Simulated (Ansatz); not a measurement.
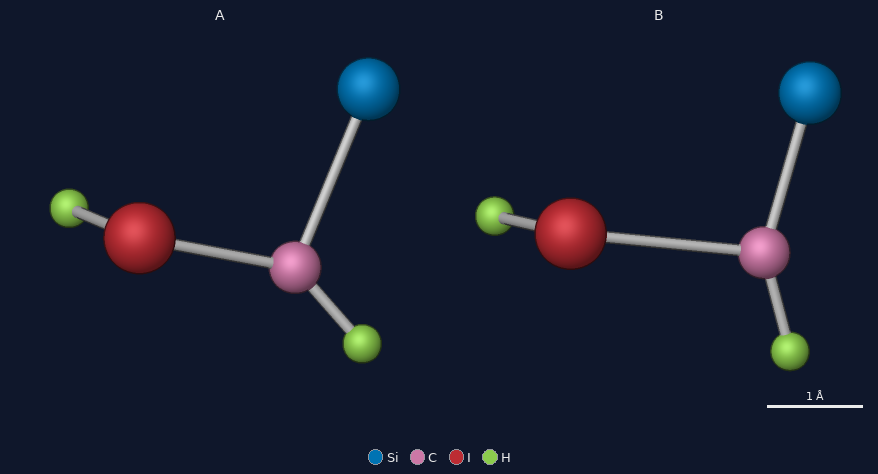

Two geometries of CH₂ISi (charge +1), drawn at one scale. One is the start of a relaxation, the other its converged end. A ball-and-stick model, seen face on.

Level of theory: Ansatz 0.2.0, RKS PBE-D4/def2-SVP. Settings: force threshold 0.03 eV/Å; at most 250 steps.

Q: Which of the two is the end point?

A: Structure B is the relaxed one. It is one of the separated reactants of a reaction. The C atom moves most after the best rigid fit: 0.35 Å. Largest moves by element: C 0.35 Å, H 0.16 Å, I 0.10 Å, Si 0.07 Å. Among the contacts that change: C–I 1.787 → 2.127 Å, C–Si 2.037 → 1.762 Å, H–I 1.700 → 1.680 Å, C–H 1.089 → 1.104 Å. Bond angles that change, for instance: Si–C–H 116.8° → 149.1°, I–C–H 142.0° → 112.8°, C–I–H 96.5° → 103.0°. After 11 geometry steps the energy has fallen by 2.108 eV. The largest force component goes from 8.5 to 0.012 eV/Å.
